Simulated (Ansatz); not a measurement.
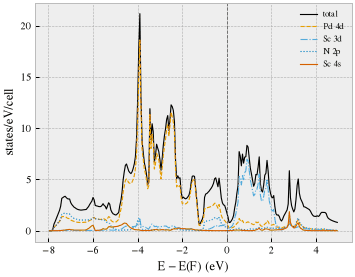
Fig. 1. Total and projected density of states of ScPd3N (anti-perovskite, Pm-3m), plane-wave PAW PBE (Ansatz code)

Question: Which orbitals carry the states next to the Fermi level?

Answer: Within 0.5 eV of the Fermi level: Pd 4d 39 %, Sc 3d 27 %, N 2p 17 %, outside the projected shells 14 %. Projections are on Löwdin-orthogonalised atomic valence shells; empty p or d shells of many metals are not among them.

Question: Where is the tallest occupied peak in this window, and what makes it?

Answer: Near -3.9 eV, about 21 states/eV per cell; the largest projected share is Pd 4d.

The start of the workflow was typed in or built on a structure type; neither database checked (COD, Materials Project) lists it. Its standing as an ambient phase is unchecked. Symmetry was held in the PBE relaxation; its stability against distortions is not shown here. The run is not spin-polarised. Spin–orbit coupling is left out wherever it is not named.

Potentials: the earlier of the program's two PAW sets.
